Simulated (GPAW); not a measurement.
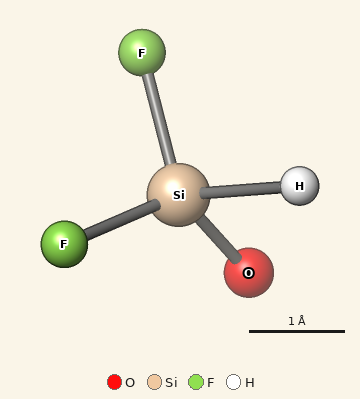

Figure 1. The starting structure (ball-and-stick view, seen at a tilt).

**Run report: SiHOF2, geometry relaxation (part 1 of 5)**

System: SiHOF2, multiplicity 2, SMILES [O][SiH](F)F.
Method: BLYP/real-space grid, UKS, dispersion D3(BJ), scalar-relativistic datasets (GPAW 26.7.0).

The atoms were displaced at random from an optimised geometry.

### Input file (run.py)
```python
from ase.calculators.mixing import SumCalculator
from ase.io import write
from ase.io.zmatrix import parse_zmatrix
from ase.optimize import BFGS
from dftd3.ase import DFTD3
from gpaw import GPAW, setup_paths
from gpaw.atom.configurations import parameters
from gpaw.atom.generator import Generator

# Set up the molecule
zmat = """
O
Si 1 r2
F 2 r3 1 a3
F 2 r4 1 a4 3 d4
H 2 r5 1 a5 3 d5
"""
values = dict(r2=1.47425, r3=1.566696, a3=123.35185, r4=1.707198, a4=127.57255, d4=146.9361, r5=1.634935, a5=93.15306, d5=-108.49102)
mol = parse_zmatrix(zmat, defs=values)
mol.center(vacuum=5.0)
mol.set_initial_magnetic_moments([0.25, 0.25, 0.25, 0.25, 0.0])

# Generate the setups first
for symbol in ['F', 'H', 'O', 'Si']:
    Generator(symbol, xcname='BLYP', scalarrel=True, nofiles=True, txt=None).run(**parameters[symbol])
setup_paths.insert(0, '.')

# Ground state
dft = GPAW(mode='fd',
           h=0.16,
           xc='BLYP',
           occupations={'name': 'fermi-dirac', 'width': 0.0, 'fixmagmom': True},
           eigensolver='davidson',
           maxiter=100,
           symmetry='off',
           txt='-')
mol.calc = SumCalculator([DFTD3(method='BLYP', damping='d3bj'), dft])

opt = BFGS(mol, trajectory='mol.traj')
converged = opt.run(fmax=0.05, steps=100)
print('Converged:', converged)
print(f'Final energy: {mol.get_potential_energy():.5f} eV')
print(f'r(Si1-O0) = {mol.get_distance(1, 0):.4f} Ang')
print(f'r(F3-Si1) = {mol.get_distance(3, 1):.4f} Ang')
write('relaxed.xyz', mol)
```

Machine: 1 thread of Arm Neoverse V2, 24 GiB of memory available, shared host.

Launched with:
```bash
OMP_NUM_THREADS=1 python run.py
```

### Log
```
__  _  _
 | _ |_)|_||  |
 |__||  | ||/\| - 26.7.0

units:  Angstrom and eV
cores:  1
OpenMP: False

Versions:
  Python: 3.12.14
  ASE:    3.29.0
  Numpy:  2.5.5
  Scipy:  1.18.1
  Libxc:  7.0.0

        _gpaw.cpython-312-aarch64-linux-gnu.so

Input parameters:
  mode=FD(),
  eigensolver=Davidson(niter=2),
  h=0.16,
  maxiter=100,
  occupations=Occupations(name='fermi-dirac', width=0.0, fixmagmom=True),
  symmetry=Symmetry(point_group=False, time_reversal=False),
  xc=XC(name='BLYP')

Diagonalizing LCAO Hamiltonian
Converting LCAO to fd mode
         .------------------------------.
        /|                              |
       / |                              |
      /  |                              |
     /   |                              |
    /    |                              |
   /     |                              |
  /      |                              |
 *       |                              |
 |       |                              |
 |       |              F               |
 |       |       O   SiF                |
 |       |                              |
 |       |           H                  |
 |       |                              |
 |       .------------------------------.
 |      /                              /
 |     /                              /
 |    /                              /
 |   /                              /
 |  /                              /
 | /                              /
 |/                              /
 *------------------------------*

Atoms  # Å, Bohr magnetons
|   | symbol |        x |        y |        z |    initial magnetic moments |
|---|--------|----------|----------|----------|-----------------------------|
| 0 |      O | 5.000000 | 6.133978 | 6.548182 | ( 0.0000,  0.0000,  0.2500) |
| 1 |     Si | 6.474250 | 6.133978 | 6.548182 | ( 0.0000,  0.0000,  0.2500) |
| 2 |      F | 7.335586 | 7.442655 | 6.548182 | ( 0.0000,  0.0000,  0.2500) |
| 3 |      F | 7.515240 | 5.000000 | 7.286395 | ( 0.0000,  0.0000,  0.2500) |
| 4 |      H | 6.564177 | 5.616233 | 5.000000 | ( 0.0000,  0.0000,  0.0000) |

Unit cell  # Å
| periodic |         x |         y |         z |   lengths |    angles |
|----------|-----------|-----------|-----------|-----------|-----------|
|       no | 12.515240 |  0.000000 |  0.000000 | 12.515240 | 90.000000 |
|       no |  0.000000 | 12.442655 |  0.000000 | 12.442655 | 90.000000 |
|       no |  0.000000 |  0.000000 | 12.286395 | 12.286395 | 90.000000 |

Number of symmetries: 1
Symmetry operations  # r_c * U_cc + t_c -> r_c
|   | kind |            matrix            |
|---|------|------------------------------|
| 0 |  E   |  1, 0, 0,  0, 1, 0,  0, 0, 1 |

BZ-sampling:
  Number of BZ points: 1
  Number of IBZ points: 1

  Monkhorst-Pack size: [1, 1, 1]
  Monkhorst-Pack shift: [0, 0, 0]

K-points  # in reciprocal-cell coordinates
|   |                                coordinates |     weight |
|---|--------------------------------------------|------------|
| 0 | (  0.00000000,   0.00000000,   0.00000000) | 1.00000000 |

Uniform wave function grid shape: (np.int64(79), np.int64(75), np.int64(75))
Spin-components: 2 (collinear spins)
Bands:           17
Projectors:      23
Spin-degeneracy: 1
Datatype:        float64

  Storage: CPU
  Wave functions: 120_870_000 bytes (120_870_000 per core)

Parallelization:
  kpt:    1
  domain: 1
  band:   1

Density:
  Valence electrons: 25.0
  Components: 2
  Grid points: [80 76 76]
  Charge: 0.0  # |e|

Potential:
  Grid points: [80 76 76]

species:
  O:
    name:    Oxygen
    Z:       8.0
    valence: 6
    core:    2
    charge:  0.0  # [|e|]
    file:    O.BLYP
    compensation charges:
      type: gauss
      rc: 0.21  # [Å]
      lmax: 2
    cutoffs:
      filter: 1.17  # [Å]
      core: 0.83  # [Å]
    projectors
    | kind |    occ | energy [eV] | rcut [Å] |
    |------|--------|-------------|----------|
    |   2s |  2.000 |     -23.831 |    0.688 |
    |   2p |  4.000 |      -9.023 |    0.598 |
    |    s |        |       3.380 |    0.688 |
    |    p |        |      18.189 |    0.598 |
    |    d |        |       0.000 |    0.619 |

    Using partial waves for O as LCAO basis

  Si:
    name:    Silicon
    Z:       14.0
    valence: 4
    core:    10
    charge:  0.0  # [|e|]
    file:    Si.BLYP
    compensation charges:
      type: gauss
      rc: 0.33  # [Å]
      lmax: 2
    cutoffs:
      filter: 1.86  # [Å]
      core: 2.06  # [Å]
    projectors
    | kind |    occ | energy [eV] | rcut [Å] |
    |------|--------|-------------|----------|
    |   3s |  2.000 |     -10.683 |    1.058 |
    |   3p |  2.000 |      -3.928 |    1.058 |
    |    s |        |      16.528 |    1.058 |
    |    p |        |      23.284 |    1.058 |
    |    d |        |       0.000 |    1.058 |

    Using partial waves for Si as LCAO basis

  F:
    name:    Fluorine
    Z:       9.0
    valence: 7
    core:    2
    charge:  0.0  # [|e|]
    file:    F.BLYP
    compensation charges:
      type: gauss
      rc: 0.20  # [Å]
      lmax: 2
    cutoffs:
      filter: 1.14  # [Å]
      core: 0.74  # [Å]
    projectors
    | kind |    occ | energy [eV] | rcut [Å] |
    |------|--------|-------------|----------|
    |   2s |  2.000 |     -29.774 |    0.635 |
    |   2p |  5.000 |     -11.120 |    0.635 |
    |    s |        |      -2.562 |    0.635 |
    |    p |        |      16.091 |    0.635 |
    |    d |        |       0.000 |    0.635 |

    Using partial waves for F as LCAO basis

  H:
    name:    Hydrogen
    Z:       1.0
    valence: 1
    core:    0
    charge:  0.0  # [|e|]
    file:    H.BLYP
    compensation charges:
      type: gauss
      rc: 0.15  # [Å]
      lmax: 2
    cutoffs:
      filter: 0.85  # [Å]
      core: 0.53  # [Å]
    projectors
    | kind |    occ | energy [eV] | rcut [Å] |
    |------|--------|-------------|----------|
    |   1s |  1.000 |      -6.535 |    0.476 |
    |    s |        |      20.676 |    0.476 |
    |    p |        |       0.000 |    0.476 |

    Using partial waves for H as LCAO basis

Reference energy: -15379.560081  # eV

eigensolver:
  Davidson
  Converge bands: occupied
  niter=2

density mixing:
  MSR1-Mixer
  Pratt-step length: 0.05
  Maximum mixing coefficient: 0.75
  Old densities: 10
  SVD Regularization: 0.005
  Good broyden scale: 1.0
  Trust region scale: 1.0
  Backstep threshold: 4.0
  History deletion threshold: 6.0
  Fourier metric: weight=20.0, sigma=0.015

occupation numbers:
  Fixed magnetic moment: 1.000
  # Zero width

FastPoissonSolver using
    Stencil: 6*3+1=19 point O(h^6) finite-difference Laplacian
    FFT axes: []
    FST axes: [np.int64(1), np.int64(2), np.int64(0)]

xc functional:
  name: BLYP with 2 nearest neighbor stencil
interpolation: tri-quintic # 5. degree polynomial

Initialization done in: 4.101 s

convergence criteria:
- Maximum [total energy] change in last 3 cyles: 0.0005 eV / valence electron
- Maximum integral of absolute [dens]ity change: 0.0001 electrons / valence electron
- Maximum integral of absolute [eigenst]ate change: 4e-08 eV^2 / valence electron
maximum number of iterations: 100

SCF iterations
|iter     |     time |      energy | eigst |  dens |  magmom |
|---------|----------|-------------|-------|-------|---------|
|iter:   1| 00:00:06 |  -26.761294 | +1.08 |       |  +0.9970|
|iter:   2| 00:00:10 |  -25.904309 | +0.29 | -0.68 |  +0.9971|
|iter:   3| 00:00:14 |  -24.097069 | +0.50 | -0.74 |  +0.9984|
|iter:   4| 00:00:17 |  -24.176433 | +0.13 | -1.07 |  +0.9991|
|iter:   5| 00:00:21 |  -24.138947 | -0.52 | -1.31 |  +0.9995|
|iter:   6| 00:00:25 |  -24.155506 | -1.31 | -1.55 |  +0.9999|
|iter:   7| 00:00:29 |  -24.157875 | -1.68 | -2.13 |  +1.0000|
|iter:   8| 00:00:33 |  -24.158576c| -2.19 | -2.56 |  +1.0000|
|iter:   9| 00:00:37 |  -24.158836c| -2.76 | -2.78 |  +1.0000|
|iter:  10| 00:00:41 |  -24.158834c| -3.52 | -3.31 |  +1.0000|
|iter:  11| 00:00:45 |  -24.158846c| -3.73 | -3.63 |  +1.0000|
|iter:  12| 00:00:50 |  -24.158846c| -4.60 | -4.03c|  +1.0000|
|iter:  13| 00:00:54 |  -24.158847c| -4.79 | -4.25c|  +1.0000|
|iter:  14| 00:00:58 |  -24.158847c| -5.57 | -4.38c|  +1.0000|
|iter:  15| 00:01:02 |  -24.158847c| -5.84 | -4.79c|  +1.0000|
|iter:  16| 00:01:06 |  -24.158847c| -6.47 | -5.16c|  +1.0000|
|iter:  17| 00:01:10 |  -24.158847c| -6.75 | -5.24c|  +1.0000|
|iter:  18| 00:01:14 |  -24.158847c| -7.25 | -5.94c|  +1.0000|
|iter:  19| 00:01:18 |  -24.158847c| -7.64c| -6.20c|  +1.0000|

Converged in 19 steps
SCF loop duration: 73.991 s (3.894 s/step)
Energy contributions relative to reference atoms: (reference = -15379.560081)

Energy contributions:
  Kinetic:          34.837252
  Coulomb:         -34.071655
  Zero:              0.446804
  External:          0.000000
  Xc:              -25.371248
  Entropy:           0.000000
  Spinorbit:         0.000000
  ----------------------------
  Free energy:     -24.158847
  Extrapolated:    -24.158847

dipole moment: (0.076947, 0.038017, -0.143046)  # |e|*Ang

Total magnetic moment: (0.000000, 0.000000, 1.000000)

Local magnetic moments
|        x |        y |        z |
|----------|----------|----------|
| 0.000000 | 0.000000 | 0.321887 |  # O    0
| 0.000000 | 0.000000 | 0.024742 |  # Si   1
| 0.000000 | 0.000000 | 0.013392 |  # F    2
| 0.000000 | 0.000000 | 0.024622 |  # F    3
| 0.000000 | 0.000000 | 0.128511 |  # H    4

Fermi levels: -4.470, -8.035
Eigenvalues  # (at kpt = [0.000, 0.000, 0.000])
| band index |      eig [eV] | occ [0-1] |      eig [eV] | occ [0-1] |
|------------|---------------|-----------|---------------|-----------|
|          0 |       -30.874 |     1.000 |       -30.842 |     1.000 |
|        ... |               |           |               |           |
|          5 |       -12.263 |     1.000 |       -11.973 |     1.000 |
|          6 |       -11.626 |     1.000 |       -11.548 |     1.000 |
|          7 |       -10.973 |     1.000 |       -10.576 |     1.000 |
|          8 |       -10.561 |     1.000 |       -10.331 |     1.000 |
|          9 |       -10.239 |     1.000 |       -10.147 |     1.000 |
|         10 |        -9.973 |     1.000 |        -9.437 |     1.000 |
|         11 |        -9.023 |     1.000 |        -8.737 |     1.000 |
|         12 |        -8.927 |     1.000 |        -7.334 |     0.000 |
|         13 |        -1.605 |     0.000 |        -1.440 |     0.000 |
|         14 |        -0.079 |     0.000 |         0.056 |     0.000 |
|         15 |         0.025 |     0.000 |         0.166 |     0.000 |
|         16 |         0.304 |     0.000 |         0.374 |     0.000 |

Gap: 5.729 eV
Transition (v -> c):
  (s=1, k=0, n=12, [0.00, 0.00, 0.00]) -> (s=0, k=0, n=13, [0.00, 0.00, 0.00])
No difference between direct/indirect transitions
vacuum-level: 0.000  # V

Forces  # eV/Ang
|        x |        y |        z |
|----------|----------|----------|
| -6.51979 | -0.14437 |  0.17692 |  # O    0
|  7.70241 | -2.84818 | -0.32279 |  # Si   1
|  0.70460 |  1.34264 |  0.25028 |  # F    2
| -1.65231 |  1.45097 | -0.68175 |  # F    3
| -0.30548 |  0.16139 |  0.60969 |  # H    4

Force computation time: 0.150  # s
      Step     Time          Energy          fmax
BFGS:    0 00:01:18      -24.304078        8.215173
         .------------------------------.
        /|                              |
       / |                              |
      /  |                              |
     /   |                              |
    /    |                              |
   /     |                              |
  /      |                              |
 *       |                              |
 |       |                              |
 |       |              F               |
 |       |       O   SiF                |
 |       |                              |
 |       |           H                  |
 |       |                              |
 |       .------------------------------.
 |      /                              /
 |     /                              /
 |    /                              /
 |   /                              /
 |  /                              /
 | /                              /
 |/                              /
 *------------------------------*

Atoms  # Å, Bohr magnetons
|   | symbol |        x |        y |        z |    initial magnetic moments |
|---|--------|----------|----------|----------|-----------------------------|
| 0 |      O | 4.907026 | 6.131909 | 6.550711 | ( 0.0000,  0.0000,  0.3219) |
| 1 |     Si | 6.584271 | 6.093364 | 6.543787 | ( 0.0000,  0.0000,  0.0247) |
| 2 |      F | 7.345579 | 7.461720 | 6.551749 | ( 0.0000,  0.0000,  0.0134) |
| 3 |      F | 7.491541 | 5.020822 | 7.276583 | ( 0.0000,  0.0000,  0.0246) |
| 4 |      H | 6.559831 | 5.618490 | 5.008571 | ( 0.0000,  0.0000,  0.1285) |

Unit cell  # Å
| periodic |         x |         y |         z |   lengths |    angles |
|----------|-----------|-----------|-----------|-----------|-----------|
|       no | 12.515240 |  0.000000 |  0.000000 | 12.515240 | 90.000000 |
|       no |  0.000000 | 12.442655 |  0.000000 | 12.442655 | 90.000000 |
|       no |  0.000000 |  0.000000 | 12.286395 | 12.286395 | 90.000000 |

Initialization done in: 2.207 s

convergence criteria:
- Maximum [total energy] change in last 3 cyles: 0.0005 eV / valence electron
- Maximum integral of absolute [dens]ity change: 0.0001 electrons / valence electron
- Maximum integral of absolute [eigenst]ate change: 4e-08 eV^2 / valence electron
maximum number of iterations: 100
```
